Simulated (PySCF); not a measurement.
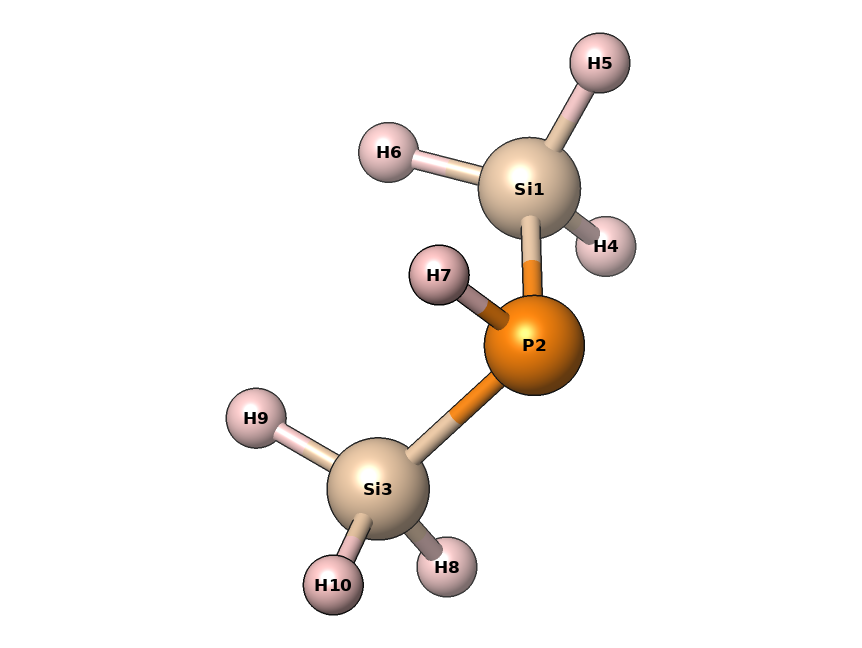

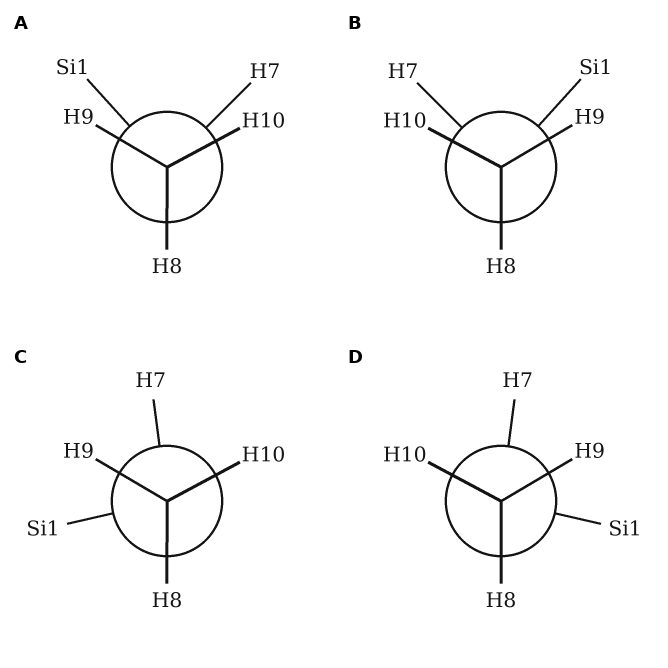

Depth is shown by fading: the farther an atom, the more it takes the colour of the background. Bonds that would overlap in a projection are set slightly apart. The computed structure is the end point of a PBE0-D3(BJ)/def2-SVP optimisation. No frequency run is at hand to confirm it as a minimum.

### Which Newman projection shows the view along Si3–P2, with Si3 in front?

C. The torsion angle H8–Si3–P2–Si1 is 77°, synclinal (gauche).
